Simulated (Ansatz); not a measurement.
```xyz
3

Ga   -1.3160    0.4868    0.6135
Ga    0.9075   -1.2332    0.0285
N     0.4085    0.7464   -0.6420
```

Geometry: PBE0-D4/def2-TZVP.

Theory: UKS PBE0-D4/def2-TZVP in Ansatz 0.2.0.

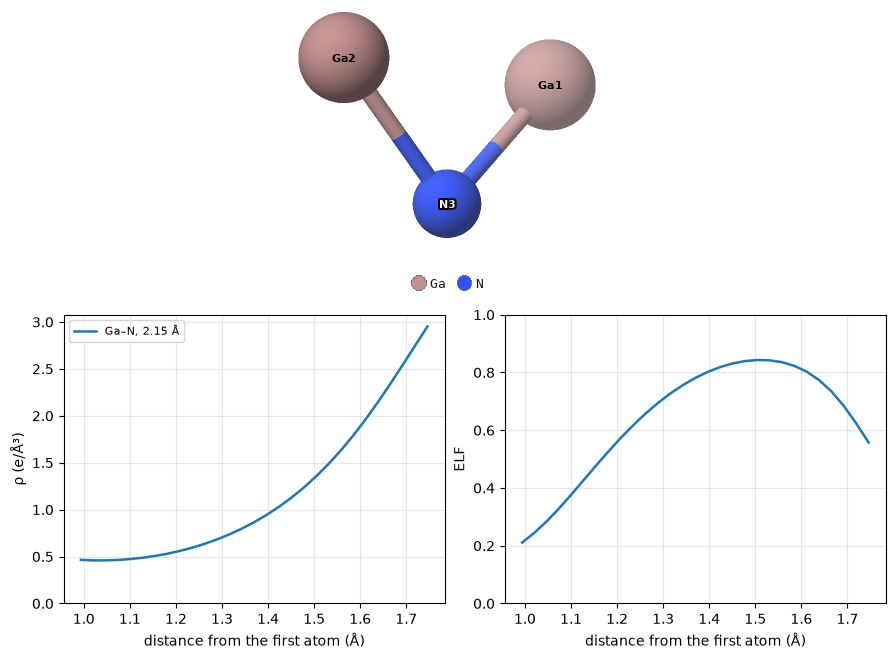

Ga₂N (charge +1, quintet). Total electron density and electron localisation function along straight lines between neighbouring atoms. The curves leave out the atomic cores. The structure is drawn too.

What can be read from the curves?

Ga–N (2.15 Å): the density is about 0.46 e/Å³ at the midpoint; the ELF peaks at about 0.85 in the valence shell of N, 0.6 Å from its nucleus, and is about 0.35 at the midpoint.
